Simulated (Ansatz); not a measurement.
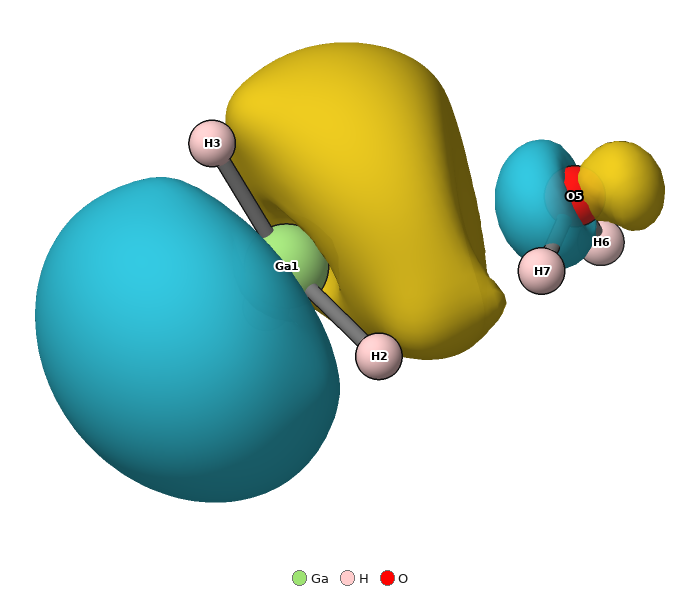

GaH3···H2O. One frontier orbital at ±0.08 Å⁻³ᐟ² (yellow and cyan are the two phases), seen from one side.

Not at a stationary point (largest force 0.8 eV/Å).

All numbers below come from RKS PBE-D4/def2-SVP (Ansatz 0.2.0).

```xyz
7

Ga    0.0452    0.3244   -0.0967
H    -0.0523    0.1314    1.4676
H     1.4461    0.6104   -0.7542
H    -1.2926    0.2983   -0.9422
O     0.1780   -2.4752    0.8957
H    -0.7594   -2.7116    0.7532
H     0.1074   -1.7254    1.5442
```

> Which orbital is it: HOMO or LUMO?

The LUMO, at −2.26 eV. Its weight (Hirshfeld) is mainly on Ga1 (about 75 %) and O5 (about 5 %).
